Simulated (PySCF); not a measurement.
# C2H8GeOS: geometry, electronic excitations

Aim: predict the electronic excitations of C2H8GeOS (`C[O][GeH2][S]C`).

The runs use PySCF 2.14.0, with density-fitted response routines of our own; the level of theory stands in each step. All values are computed, except where a source is named. Atoms are numbered from 0 throughout.

### Step 1. Starting geometry

13 atoms, charge 0, multiplicity 1; geometry from: GFN2-xTB. The atoms were then displaced at random by about 0.01 Å, so the start is not that level's minimum.

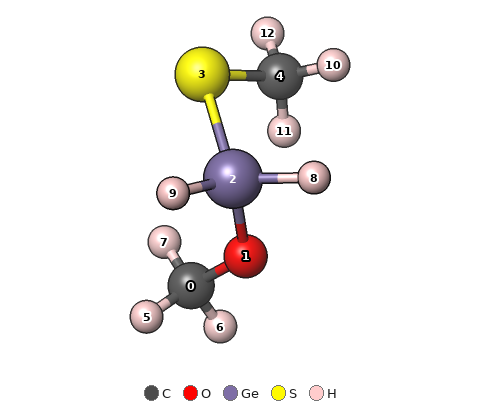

The starting geometry (carbon dark grey, oxygen red, germanium purple, sulfur yellow, hydrogen pink), atoms numbered; sticks join atoms by distance.

### Step 2. Optimising the geometry at PBE0-D3(BJ)/def2-SVP

Job settings and geometry (Å):

```
{"job": {"xc": "PBE0", "basis": "def2-SVP", "d3": "d3bj", "grid": 1, "shake": 0.01, "kind": "geom"}, "charge": 0, "multiplicity": 1}
C     -1.980940    -0.539150     0.054220
O     -1.187260     0.553580     0.463040
Ge    -0.002600     1.400660    -0.521250
S      1.570240    -0.032680    -1.245420
C      2.025420    -0.760120     0.355060
H     -2.775660    -0.169650    -0.648570
H     -2.471660    -0.917960     0.943770
H     -1.405100    -1.299940    -0.437120
H      0.490630     2.357390     0.572190
H     -0.621530     2.082260    -1.696170
H      2.525830    -0.004420     0.972740
H      1.158750    -1.128510     0.894540
H      2.679700    -1.558350     0.132520
```

Started as:

```console
$ OMP_NUM_THREADS=1 python probes_run.py task.json out
```

This one command runs all jobs of the session in turn.

**Question.** This job is followed by: TDDFT PBE0/aug-cc-pVDZ, vertical, gas phase, core orbitals frozen in the response; TDDFT PBE0/def2-TZVPD, vertical, gas phase, core orbitals frozen in the response. Predict these results of the whole session: point group; rotational constants (main isotopes); lowest singlet (PBE0/aug-cc-pVDZ); brightest single state of those computed; lowest triplet; range of the lowest singlet.

As calculated:

| quantity | value |
| --- | --- |
| point group | C1 |
| rotational constants (main isotopes) | 3.43, 1.81, 1.45 GHz |
| lowest singlet (PBE0/aug-cc-pVDZ) | 5.46 eV (227 nm), f = 0.006 |
| brightest single state of those computed | state 7, 6.72 eV, f = 0.066 |
| lowest triplet | 5.09 eV |
| range of the lowest singlet | 5.44 to 5.46 eV |

In words: Over 5 steps the energy fell by 0.170 eV; of the close pairs, Ge2–H9 changed most, 1.493 to 1.540 Å. The lowest singlet, at 5.46 eV, is HOMO→LUMO 0.80, HOMO→LUMO+1 0.12 and is weak; of the 10 states computed, the strongest absorption comes from state 7 at 6.72 eV. The lowest triplet lies 0.37 eV below the lowest singlet (triplets in Tamm-Dancoff, singlets in full TDDFT). The lowest singlet runs from 5.44 eV (PBE0/def2-TZVPD) to 5.46 eV (PBE0/aug-cc-pVDZ), while the orbital gap spans 6.80 to 6.89 eV. The lowest state need not be the same one in every run.
